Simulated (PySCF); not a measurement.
BClF2, SMILES `FB(F)Cl`.

Level of theory: ωB97X/def2-TZVP (PySCF), at a geometry from GFN2-xTB. No frequency check shows the geometry to be a minimum. GFN2-xTB bond lengths at metals and heavier atoms can be off by up to 0.1 Å and shapes distorted, which carries into these values.

Cartesian coordinates (Å):

```
F1       1.1038   -1.1125    0.0000
B2       0.4059   -0.0000    0.0000
F3       1.1044    1.1122    0.0000
Cl4     -1.2884    0.0002    0.0000
```

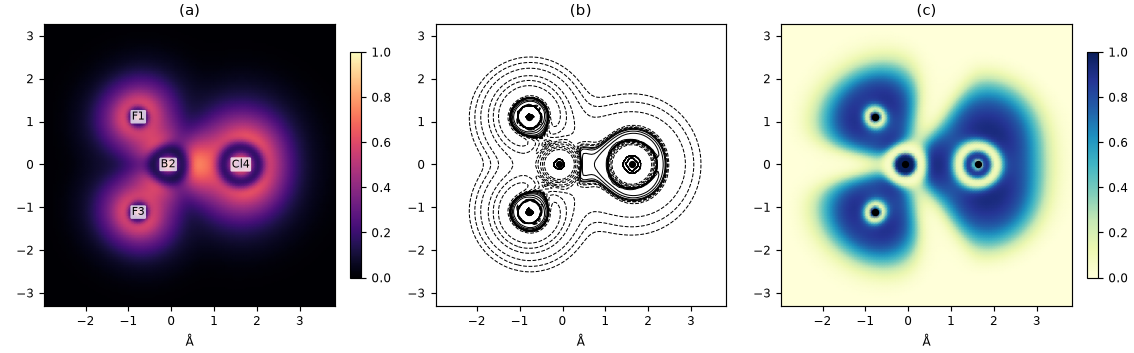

Three fields in the molecular plane. (b): solid lines positive, dashed lines negative.

The panels show, in some order, the localised orbital locator (LOL), electron localisation function (ELF) and negative Laplacian of the density (−∇²ρ). Which is which?

(a) is the localised orbital locator (LOL): it runs from 0 to 1, peaks where electrons are localised, as in bonds, and fades smoothly outside. (b) is the negative Laplacian of the density (−∇²ρ): shells alternate in sign around each nucleus and valence concentrations outline the bonding and non-bonding pairs. (c) is the electron localisation function (ELF): it runs from 0 to 1 and is close to 1 over wide basins that fill the valence regions.
